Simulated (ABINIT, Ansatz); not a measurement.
## Converging GW for CsGeBr3 (Pm-3m) in ABINIT

Wanted: a converged G0W0 gap of CsGeBr3 (Pm-3m), or an estimate of the limit.

Main program and level: ABINIT 10.8.3; PBEsol and many-body steps on it, plane waves.

**1. Set-up**

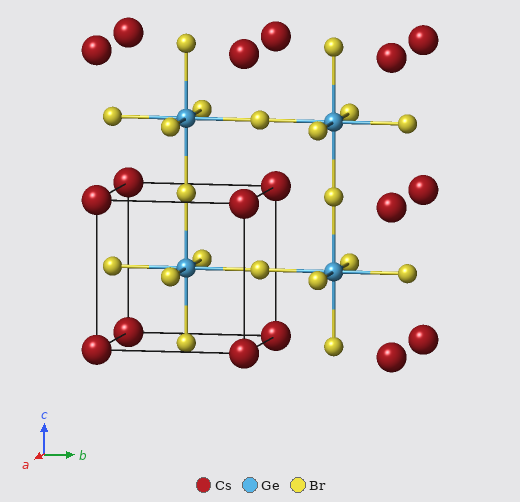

The cell as given, slightly off an axis (caesium red, germanium blue, bromine yellow). 1×2×2 cells are drawn. Some periodic images of atoms are drawn too.

The cell and positions are those that the Materials Project relaxed with its own functionals (PBE, PBE+U or r2SCAN), kept fixed. Spin-orbit coupling is left out unless a step names it.

**2. Empty states on the mesh, 2×2×2 mesh, 476 bands**

This step: ABINIT 10.8.3; DFT, PBEsol, plane waves, norm-conserving pseudopotentials.

The sums over transitions need many empty states on a uniform mesh; this step solves for them.

Input file run.abi:

```
acell 3*1.0 Angstrom
rprim 
  5.533327140000 0.000000000000 0.000000000000
  0.000000000000 5.533327140000 0.000000000000
  0.000000000000 0.000000000000 5.533327140000
ntypat 3
znucl 55 32 35
natom 5
typat 1 2 3 3 3
xred 
  0.000000000000 0.000000000000 0.000000000000
  0.500000000000 0.500000000000 0.500000000000
  0.500000000000 0.500000000000 0.000000000000
  0.500000000000 0.000000000000 0.500000000000
  0.000000000000 0.500000000000 0.500000000000
pp_dirpath "pseudos"
pseudos "Cs.upf, Ge.upf, Br.upf"
ecut 56
ngkpt 2 2 2
nshiftk 1
shiftk 0 0 0
kptopt 1
chksymbreak 0
iscf -2
irdden 1
istwfk *1
nband 476
nbdbuf 42
tolwfr 1e-09
nstep 60
prtvol 0
indata_prefix "in"
outdata_prefix "out"
tmpdata_prefix "tmp"
```

On the command line:

```bash
> OMP_NUM_THREADS=1 mpirun -n 4 abinit run.abi > log
```

Numbers of over 12 decimals in the logs are rounded to 6 here.

Output:

```text
.Version 10.8.3 of ABINIT. v10.8.2 released Aug 2026.

 Symmetries : space group Pm -3 m (#221); Bravais cP (primitive cubic)
[... echo of the input left out ...]
== DATASET  1 ==================================================================
-   mpi_nproc: 4, omp_nthreads: 1 (-1 if OMP is not activated)

--- !DatasetInfo
iteration_state: {dtset: 1, }
dimensions: {natom: 5, nkpt: 4, mband: 476, nsppol: 1, nspinor: 1, nspden: 1, mpw: 22983, }
cutoff_energies: {ecut:  56.0, pawecutdg:  -1.0, }
[...]
3.65949    3.65949    3.65949    3.65963    3.66775    3.66775    3.66775    3.68225
   3.68225    3.69370    3.69370    3.69370    3.69887    3.69887    3.69888    3.70222
   3.70222    3.70222    3.72520    3.83059
 prteigrs : prtvol=0 or 1, do not print more k-points.

== END DATASET(S) ==============================================================
================================================================================

 -outvars: echo values of variables after computation  --------
            nband         476
             nkpt           4
          spgroup         221
 [... the other variables as echoed above ...]

 Calculation completed.
```

It took 18 min on 4 MPI ranks of Arm Neoverse V1, shared host; peak memory 1.4 GiB; 74 min of CPU time.

Numbers from this step:

```yaml
gap: 0.4958 eV
k_of_the_valence_top: 0.5, 0.5, 0.5
k_of_the_conduction_bottom: 0.5, 0.5, 0.5
least_direct_gap: 0.4958 eV
k_points_computed: 4
lowest_point_of_the_top_converged_band_above_the_valence_top: 93.0670 eV
```

On this mesh the gap is 0.496 eV.

The density comes from a self-consistent run that is not shown.

**3. Screening, 2×2×2 mesh, 90 bands, screening to 76.2 eV**

The RPA dielectric matrix is built and inverted for each q.

This step: RPA screening on PBEsol, plane waves, norm-conserving pseudopotentials.

Edit run.abi of step 2 so:

```diff
@@ -23,10 +23,11 @@
 chksymbreak 0
-iscf -2
-irdden 1
 istwfk *1
-nband 476
-nbdbuf 42
-tolwfr 1e-09
-nstep 60
-prtvol 0
+occopt 1
+irdwfk 1
+optdriver 3
+nband 90
+ecuteps 2.8
+inclvkb 2
+awtr 1
+symchi 1
 indata_prefix "in"
```

Output:

```text
.Version 10.8.3 of ABINIT. v10.8.2 released Aug 2026.

 Symmetries : space group Pm -3 m (#221); Bravais cP (primitive cubic)
[... echo of the input left out ...]
== DATASET  1 ==================================================================
-   mpi_nproc: 4, omp_nthreads: 1 (-1 if OMP is not activated)

--- !DatasetInfo
iteration_state: {dtset: 1, }
dimensions: {natom: 5, nkpt: 4, mband: 90, nsppol: 1, nspinor: 1, nspden: 1, mpw: 22983, }
cutoff_energies: {ecut:  56.0, pawecutdg:  -1.0, }
electrons: {nelect:   8.20000000E+01, charge:   0.00000000E+00, occopt:   1.00000000E+00, tsmear:   1.00000000E-02, }

 SCREENING: Calculation of the susceptibility and dielectric matrices

 Based on a program developped by R.W. Godby, V. Olevano, G. Onida, and L. Reining.
 Incorporated in ABINIT by V. Olevano, G.-M. Rignanese, and M. Torrent.
.Using double precision arithmetic ; gwpc =  8

[... cell and pseudopotentials left out ...]
--------------------------------------------------------------------------------

 ==== K-mesh for the wavefunctions ====
 Number of points in the irreducible wedge :     4
[... list of points left out ...]
 Together with 48 symmetry operations and time-reversal symmetry
 yields     8 points in the full Brillouin Zone.

 ==== Q-mesh for the screening function ====
 Number of points in the irreducible wedge :     4
[... list of points left out ...]
 Together with 48 symmetry operations and time-reversal symmetry
 yields     8 points in the full Brillouin Zone.

 setmesh: FFT mesh size selected  =    45x   45x   45
          total number of points  =        91125

 vcoul_init : cutoff-mode = AUXILIARY_FUNCTION
 q-points for optical limit:   1
     1)      0.000010    0.000020    0.000030

- screening: taking advantage of time-reversal symmetry
- Maximum band index for partially occupied states nbvw = 41
- Remaining bands to be divided among processors   nbcw = 49
- Number of bands treated by each node ~12

 Number of electrons calculated from density =   82.0000; Expected =   82.0000
 average of density, n =  0.071723
 r_s =    1.4931
 omega_plasma =   25.8336 [eV]

 calculating chi0 at frequencies [eV] :
  1    0.000000E+00    0.000000E+00
  2    0.000000E+00    2.583359E+01

--------------------------------------------------------------------------------
  q-point number  1        q = ( 0.000000, 0.000000, 0.000000) [r.l.u.]
--------------------------------------------------------------------------------
[... chi0 elements left out ...]
 For q-point:  0.000010 0.000020 0.000030
  dielectric constant = 135.4622
  dielectric constant without local fields = 177.8839

  Average fulfillment of the sum rule on Im[epsilon] for q-point    1 :     25.04  [%]
[... wings left out ...]
  q-point number  2        q = ( 0.500000, 0.000000, 0.000000) [r.l.u.]
--------------------------------------------------------------------------------
[... chi0 elements left out ...]
  Average fulfillment of the sum rule on Im[epsilon] for q-point    2 :     30.98  [%]

 [... 2 further q-points ...]
```

It took 63 s on 4 MPI ranks; peak memory 2.9 GiB.

This step gave:

| Quantity | Value |
| --- | --- |
| ε∞ with local fields, on this mesh, along the program's q direction | 135.5 |
| the same without local fields | 177.9 |
| plasma frequency | 25.83 eV |
| plane waves in the screening matrix | 251 |

Local fields lower ε∞ by 24 %. The value itself is an artefact of the mesh, where one narrow direct gap carries too much weight.

**4. 90 bands, 76.2 eV**

The self-energy is evaluated for the states that the input lists, and the levels follow from it, in one-shot runs by the linearised quasiparticle equation.

This step: G0W0 on PBEsol, plane waves, norm-conserving pseudopotentials.

Edit run.abi of step 3 so:

```diff
@@ -26,8 +26,17 @@
 irdwfk 1
-optdriver 3
+optdriver 4
 nband 90
+gwcalctyp 0
+ecutsigx 56
+symsigma 1
+nkptgw 2
+kptgw 
+  0.5000000000 0.5000000000 0.5000000000
+  0.0000000000 0.0000000000 0.0000000000
+bdgw 
+  38 44
+  39 44
 ecuteps 2.8
-inclvkb 2
-awtr 1
-symchi 1
+irdscr 1
+ppmodel 1
 indata_prefix "in"
```

Output:

```text
.Version 10.8.3 of ABINIT. v10.8.2 released Aug 2026.

 Symmetries : space group Pm -3 m (#221); Bravais cP (primitive cubic)
[... echo of the input left out ...]
== DATASET  1 ==================================================================
-   mpi_nproc: 4, omp_nthreads: 1 (-1 if OMP is not activated)

--- !DatasetInfo
iteration_state: {dtset: 1, }
dimensions: {natom: 5, nkpt: 4, mband: 90, nsppol: 1, nspinor: 1, nspden: 1, mpw: 22983, }
cutoff_energies: {ecut:  56.0, pawecutdg:  -1.0, }
electrons: {nelect:   8.20000000E+01, charge:   0.00000000E+00, occopt:   1.00000000E+00, tsmear:   1.00000000E-02, }

 SIGMA: Calculation of the GW corrections

 Based on a program developped by R.W. Godby, V. Olevano, G. Onida, and L. Reining.
 Incorporated in ABINIT by V. Olevano, G.-M. Rignanese, and M. Torrent.
.Using double precision arithmetic ; gwpc =  8

[... cell and pseudopotentials left out ...]
--------------------------------------------------------------------------------

 ==== K-mesh for the wavefunctions ====
 Number of points in the irreducible wedge :     4
[... list of points left out ...]
 Together with 48 symmetry operations and time-reversal symmetry
 yields     8 points in the full Brillouin Zone.

 ==== Q-mesh for screening function ====
 Number of points in the irreducible wedge :     4
[... list of points left out ...]
 Together with 48 symmetry operations and time-reversal symmetry
 yields     8 points in the full Brillouin Zone.

 vcoul_init : cutoff-mode = AUXILIARY_FUNCTION
 q-points for optical limit:   1
     1)      0.000010    0.000020    0.000030
 setmesh: FFT mesh size selected  =    72x   72x   72
          total number of points  =       373248

 Number of electrons calculated from density =   82.0000; Expected =   82.0000
 average of density, n =  0.071723
 r_s =    1.4931
 omega_plasma =   25.8336 [eV]

 === KS Band Gaps ===
  >>>> For spin  1
   Minimum direct gap =   0.4958 [eV], located at k-point      :   0.5000  0.5000  0.5000
   Fundamental gap    =   0.4958 [eV], Top of valence bands at :   0.5000  0.5000  0.5000
                                       Bottom of conduction at :   0.5000  0.5000  0.5000
 SIGMA fundamental parameters:
 PLASMON POLE MODEL  1
 number of plane-waves for SigmaX                22983
 number of plane-waves for SigmaC and W            251
 number of plane-waves for wavefunctions         22983
 number of bands                                    90
 number of independent spin polarizations            1
 number of spinorial components                      1
 number of k-points in IBZ                           4
 number of q-points in IBZ                           4
 number of symmetry operations                      48
 number of k-points in BZ                            8
 number of q-points in BZ                            8
 number of frequencies for dSigma/dE                 9
 frequency step for dSigma/dE [eV]                0.25
 number of omega for Sigma on real axis              0
 max omega for Sigma on real axis  [eV]           0.00
 zcut for avoiding poles [eV]                     0.10

 EPSILON^-1 parameters (SCR file):
 dimension of the eps^-1 matrix on file            251
 dimension of the eps^-1 matrix used               251
 number of plane-waves for wavefunctions         22983
 number of bands                                    90
 number of q-points in IBZ                           4
 number of frequencies                               2
 number of real frequencies                          1
 number of imag frequencies                          1

 matrix elements of self-energy operator (all in [eV])

 Perturbative Calculation

--- !SelfEnergy_ee
iteration_state: {dtset: 1, }
kpoint     : [   0.500,    0.500,    0.500, ]
spin       : 1
KS_gap     :    0.496
QP_gap     :    1.981
Delta_QP_KS:    1.485
data: !SigmaeeData |
     Band     E0 <VxcDFT>   SigX SigC(E0)      Z dSigC/dE  Sig(E)    E-E0       E
       38   0.945 -14.884 -19.795   3.636   0.787  -0.270 -15.888  -1.004  -0.059
       39   0.945 -14.884 -19.795   3.636   0.787  -0.270 -15.888  -1.004  -0.059
       40   0.945 -14.884 -19.795   3.636   0.787  -0.270 -15.888  -1.004  -0.059
       41   2.829 -15.747 -18.547   2.398   0.794  -0.260 -16.066  -0.319   2.510
       42   3.325 -11.709  -7.354  -2.896   0.799  -0.251 -10.543   1.166   4.491
       43   3.325 -11.709  -7.354  -2.896   0.799  -0.251 -10.543   1.166   4.491
[...]
--- !SelfEnergy_ee
iteration_state: {dtset: 1, }
kpoint     : [   0.000,    0.000,    0.000, ]
spin       : 1
KS_gap     :    5.251
QP_gap     :    6.755
Delta_QP_KS:    1.504
data: !SigmaeeData |
     Band     E0 <VxcDFT>   SigX SigC(E0)      Z dSigC/dE  Sig(E)    E-E0       E
[...]
42   5.786  -7.559  -3.637  -3.236   0.838  -0.194  -6.984   0.574   6.361
       43   6.519  -7.189  -3.213  -3.146   0.838  -0.193  -6.494   0.696   7.215
       44   6.519  -7.189  -3.213  -3.146   0.838  -0.193  -6.494   0.696   7.215

== END DATASET(S) ==============================================================
================================================================================

 -outvars: echo values of variables after computation  --------
           etotal      0.0000000000E+00
            nband          90
             nkpt           4
          spgroup         221
 [... the other variables as echoed above ...]

 Calculation completed.
```

It took 15 s on 4 MPI ranks; peak memory 2.7 GiB.

This step gave:

```
G0W0 gap on the points computed              : 1.981 eV
starting gap on the mesh                     : 0.4958 eV
k of the valence top                         : 0.5, 0.5, 0.5
k of the conduction bottom                   : 0.5, 0.5, 0.5
Z at the valence top                         : 0.794
Z at the conduction bottom                   : 0.799
least direct G0W0 gap on the computed points : 1.981 eV
```

The gap on the mesh goes from 0.50 eV to 1.98 eV, a correction of +1.49 eV.

**5. Screening, 2×2×2 mesh, 201 bands, screening to 141.5 eV**

This step: RPA screening on PBEsol, plane waves, norm-conserving pseudopotentials.

Edit run.abi of step 4 so:

```diff
@@ -26,17 +26,8 @@
 irdwfk 1
-optdriver 4
-nband 90
-gwcalctyp 0
-ecutsigx 56
-symsigma 1
-nkptgw 2
-kptgw 
-  0.5000000000 0.5000000000 0.5000000000
-  0.0000000000 0.0000000000 0.0000000000
-bdgw 
-  38 44
-  39 44
-ecuteps 2.8
-irdscr 1
-ppmodel 1
+optdriver 3
+nband 201
+ecuteps 5.2
+inclvkb 2
+awtr 1
+symchi 1
 indata_prefix "in"
```

Output:

```text
.Version 10.8.3 of ABINIT. v10.8.2 released Aug 2026.

 Symmetries : space group Pm -3 m (#221); Bravais cP (primitive cubic)
[... echo of the input left out ...]
== DATASET  1 ==================================================================
-   mpi_nproc: 4, omp_nthreads: 1 (-1 if OMP is not activated)

--- !DatasetInfo
iteration_state: {dtset: 1, }
dimensions: {natom: 5, nkpt: 4, mband: 201, nsppol: 1, nspinor: 1, nspden: 1, mpw: 22983, }
cutoff_energies: {ecut:  56.0, pawecutdg:  -1.0, }
electrons: {nelect:   8.20000000E+01, charge:   0.00000000E+00, occopt:   1.00000000E+00, tsmear:   1.00000000E-02, }

 SCREENING: Calculation of the susceptibility and dielectric matrices

 Based on a program developped by R.W. Godby, V. Olevano, G. Onida, and L. Reining.
 Incorporated in ABINIT by V. Olevano, G.-M. Rignanese, and M. Torrent.
.Using double precision arithmetic ; gwpc =  8

[... cell and pseudopotentials left out ...]
--------------------------------------------------------------------------------

 ==== K-mesh for the wavefunctions ====
 Number of points in the irreducible wedge :     4
[... list of points left out ...]
 Together with 48 symmetry operations and time-reversal symmetry
 yields     8 points in the full Brillouin Zone.

 ==== Q-mesh for the screening function ====
 Number of points in the irreducible wedge :     4
[... list of points left out ...]
 Together with 48 symmetry operations and time-reversal symmetry
 yields     8 points in the full Brillouin Zone.

 setmesh: FFT mesh size selected  =    45x   45x   45
          total number of points  =        91125

 vcoul_init : cutoff-mode = AUXILIARY_FUNCTION
 q-points for optical limit:   1
     1)      0.000010    0.000020    0.000030

- screening: taking advantage of time-reversal symmetry
- Maximum band index for partially occupied states nbvw = 41
- Remaining bands to be divided among processors   nbcw = 160
- Number of bands treated by each node ~40

 Number of electrons calculated from density =   82.0000; Expected =   82.0000
 average of density, n =  0.071723
 r_s =    1.4931
 omega_plasma =   25.8336 [eV]

 calculating chi0 at frequencies [eV] :
  1    0.000000E+00    0.000000E+00
  2    0.000000E+00    2.583359E+01

--------------------------------------------------------------------------------
  q-point number  1        q = ( 0.000000, 0.000000, 0.000000) [r.l.u.]
--------------------------------------------------------------------------------
[... chi0 elements left out ...]
 For q-point:  0.000010 0.000020 0.000030
  dielectric constant = 137.0457
  dielectric constant without local fields = 177.9135

  Average fulfillment of the sum rule on Im[epsilon] for q-point    1 :     43.75  [%]
[... wings left out ...]
  q-point number  2        q = ( 0.500000, 0.000000, 0.000000) [r.l.u.]
--------------------------------------------------------------------------------
[... chi0 elements left out ...]
  Average fulfillment of the sum rule on Im[epsilon] for q-point    2 :     47.21  [%]

 [... 2 further q-points ...]
```

The job ended after 3.5 min (4 MPI ranks; peak memory 3.7 GiB).

This step gave:

- ε∞ with local fields, on this mesh, along the program's q direction: 137.0
- the same without local fields: 177.9
- plasma frequency: 25.83 eV
- plane waves in the screening matrix: 619

[end of part 1 of 2]

[Paths, hosts, dates, memory and timing lines, banners, echoed tables and standing remarks are left out of the program output.]

[Logs are printed without paths, hosts, clocks, repeated set-up lines and the standing remarks that a program may print on its own settings, such as how far it seeks lower states.]

[Runs of the session that timed out or met a known fault of the program may be left out.]

[Hosts, paths, dates, database ids (printed as entryN), source tags and the programs' standing remarks are cut or masked in the printed files.]

[G0W0 gaps are taken among the corrected bands and points alone; a level outside them can change the order at an edge.]

[Where Ansatz stands beside ABINIT at settings called matched, ABINIT's density can come from a denser mesh and the files from another edition; pairs whose starting gaps differed by over 0.03 eV were left out, so agreement reads better than it is.]
